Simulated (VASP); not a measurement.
Band structure of CuI (relaxed from the 4H structure, space group P6_3mc). All values below come from r2SCAN meta-GGA, VASP's PBE PAW potentials (set 64) (plane waves; VASP).

Unless said otherwise, spin-orbit coupling is left out, though it shifts the bands of the heavy elements here.

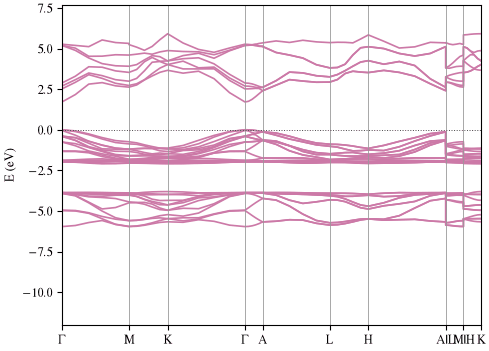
*Bands along high-symmetry lines, zero at the valence-band maximum or, without a gap, the Fermi level*

Question: Read the plot: is there a gap, and where are the band edges?

Answer: The gap is direct, 1.71 eV, from the valence maximum at Γ to the conduction minimum at Γ.

The structure was generated: CuI was put into the 4H type (P6_3mc), which need not be its known phase. It was relaxed first, which changed the volume by -11 %.
